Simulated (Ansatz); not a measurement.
# SiF4 (silicon tetrafluoride) at HF/3-21G

Aim: the vertical electron affinity of SiF4 (silicon tetrafluoride) at HF/3-21G, from 2 runs. 

The calculation is run with Ansatz 0.2.0.

19 further runs of the same task are left out: 2 that didn't finish, 17 set aside as unsound or not needed.

**1. Starting point**

SiF4: 5 atoms, total charge 0, spin state singlet. SMILES: `F[Si](F)(F)F`. Geometry: relaxed at PBE0-D4/def2-TZVP.

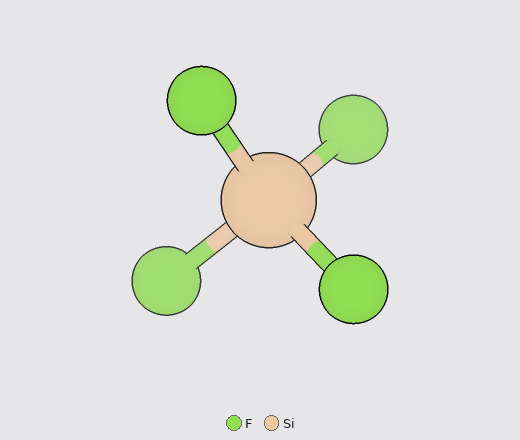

Viewed from a chosen angle; fluorine green, silicon light orange.

**2. The energy at HF/3-21G**

Input file in.yaml:

```yaml
crystal:
  periodic: [false, false, false]
  atoms:
    - symbol: F
      position_ang: [0.143200, -0.791930, 1.338460]
    - symbol: Si
      position_ang: [0.000000, -0.000000, -0.000000]
    - symbol: F
      position_ang: [-1.047100, 1.144420, 0.181750]
    - symbol: F
      position_ang: [-0.477230, -0.967810, -1.129040]
    - symbol: F
      position_ang: [1.381130, 0.615320, -0.391170]
basis:
  gaussian:
    orbitals: 3-21G.json
accuracy: high
hamiltonian:
  xc: hf
output: {orbitals: {seedname: orbitals}}
```

The basis set 3-21G is read from a file made from the Basis Set Exchange's data (not shown).

Run with:

```bash
ansatz run in.yaml --threads 1 --pin off --max-ram 3480MiB --events-out events.jsonl --progress --plain --runs-dir runs
```

The program printed:

```text
Warning: RAYON_NUM_THREADS=1 ignored (pool sized by the plan → 1); use --threads N
Functional definition: HF
  name "HF"
  exchange = exact_x
  correlation = 0
1012 factors; integrals over basis functions are off by at most 4.5e-9 eV
mean field evaluation 1: about -18589.8978 eV, gradient 3.9e1 eV
mean field evaluation 2: about -18590.0876 eV, gradient 4.0e1 eV
mean field evaluation 4: about -18592.7002 eV, gradient 1.3e0 eV
mean field evaluation 8: about -18592.7281 eV, gradient 4.4e-6 eV
mean field evaluation 16: about -18592.7281 eV, gradient 2.2e-8 eV
mean field -18592.72807466 eV, -683.2701541399 hartree, gradient 2.2e-8 eV, S^2 0.000000; 0 other end points of the search recorded, 0 dependent functions left out
reference -18592.72807466 eV, -683.2701541399 hartree; 25, 25 occupied and 24, 24 virtual orbitals, 1012 factors
Total energy: -18592.72807466 eV, -683.2701541399 hartree
```

Wall time 0.4 s (1 thread of Arm Neoverse V2, shared host); peak memory 0.1 GiB.

**3. The doublet anion, same level**

Input file run.yaml:

```yaml
crystal:
  periodic: [false, false, false]
  atoms:
    - symbol: F
      position_ang: [0.143200, -0.791930, 1.338460]
    - symbol: Si
      position_ang: [0.000000, -0.000000, -0.000000]
    - symbol: F
      position_ang: [-1.047100, 1.144420, 0.181750]
    - symbol: F
      position_ang: [-0.477230, -0.967810, -1.129040]
    - symbol: F
      position_ang: [1.381130, 0.615320, -0.391170]
basis:
  gaussian:
    orbitals: 3-21G.json
accuracy: high
hamiltonian:
  xc: hf
output: {orbitals: {seedname: orbitals}}
magnetization:
  spin_polarized: true
  initial_magnetization: 1
total_charge: -1
```

The basis set 3-21G is read from a file made from the Basis Set Exchange's data (not shown).

Run with:

```bash
ansatz run run.yaml --threads 1 --pin off --max-ram 3480MiB --events-out events.jsonl --progress --plain --runs-dir runs
```

The program printed:

```text
Warning: RAYON_NUM_THREADS=1 ignored (pool sized by the plan → 1); use --threads N
[... 4 set-up lines as earlier in the session ...]
1012 factors; integrals over basis functions are off by at most 4.5e-9 eV
mean field evaluation 1: about -18587.2341 eV, gradient 1.5e1 eV
mean field evaluation 2: about -18587.2558 eV, gradient 1.5e1 eV
mean field evaluation 4: about -18588.2736 eV, gradient 1.0e0 eV
mean field evaluation 8: about -18588.2821 eV, gradient 1.6e-4 eV
mean field -18588.28210056 eV, -683.1067676055 hartree, gradient 2.0e-8 eV, S^2 0.753992; 0 other end points of the search recorded, 0 dependent functions left out
reference -18588.28210056 eV, -683.1067676055 hartree; 26, 25 occupied and 23, 24 virtual orbitals, 1012 factors
Total energy: -18588.28210056 eV, -683.1067676055 hartree
```

It took 0.64 s on 1 thread of Arm Neoverse V2, shared host; peak memory 0.13 GiB.

**4. Summary of results**

Level: HF/3-21G.

| quantity | value |
| --- | --- |
| singlet SiF4: total energy | -683.27015 Eh |
| singlet SiF4: HOMO energy | -18.20 eV |
| singlet SiF4: LUMO energy | 4.72 eV |
| singlet SiF4: HOMO–LUMO gap | 22.92 eV |
| doublet anion: total energy | -683.10677 Eh |
| doublet anion: HOMO energy (highest over α and β) | 4.16 eV |
| doublet anion: LUMO energy (lowest over α and β) | 12.27 eV |
| doublet anion: ⟨S²⟩ | 0.754 |
| vertical electron affinity (to the doublet anion) | -4.446 eV |

In words: The anion lies 4.45 eV (429 kJ/mol) above the neutral: the electron isn't bound at this level, and such a value depends on the basis. Without diffuse functions anions come out too high. Hartree–Fock misses the correlation that binds many anions. The HOMO (doublet anion) lies at positive energy, 4.16 eV: the electron is unbound at this level or held by a compact basis; values depend on the basis.
